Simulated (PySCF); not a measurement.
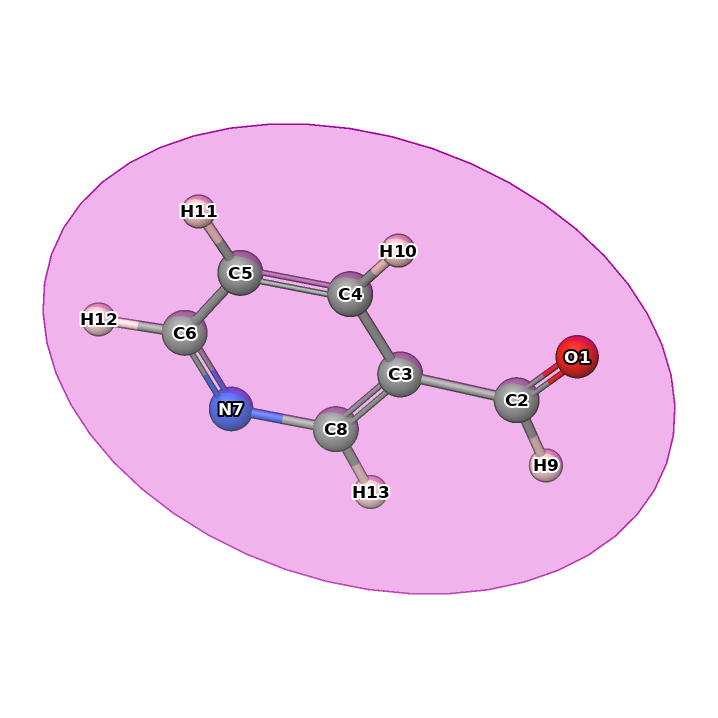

A disc through the centre of mass is drawn in. Depth is shown by fading: the farther an atom, the more it takes the colour of the background. Computed geometry: GFN2-xTB optimisation. No frequency run is at hand to confirm it as a minimum.

**Is the plane of the disc a mirror plane of the structure?**

Yes. The reflection leaves O1, C2, C3, C4, C5, C6, N7, C8, H9, H10, H11, H12, H13 in place. The point group is Cs.
